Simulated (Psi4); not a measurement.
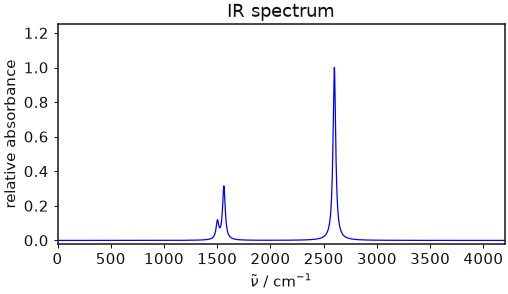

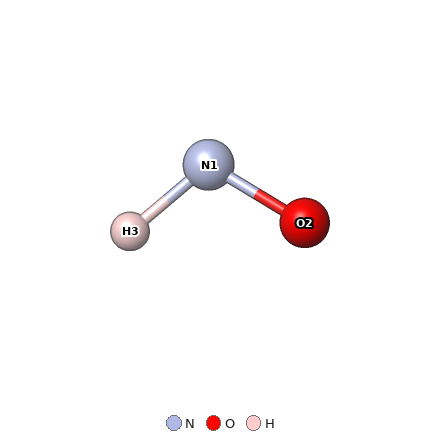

Infrared spectrum of NHO (nitroxyl), SMILES N=O. Unscaled harmonic wavenumbers and double-harmonic intensities, BLYP/6-311G(d,p) (dispersion D3(BJ)) with Psi4, at a geometry relaxed at this level, isolated molecule. Lorentzian lines of 30 cm⁻¹ full width. Close modes add up in the curve.

Q: List the modes.

A:
| cm⁻¹ | km/mol |
| --- | --- |
| 1502.1 | 24.4 |
| 1562.7 | 74.3 |
| 2600.2 | 240.4 |
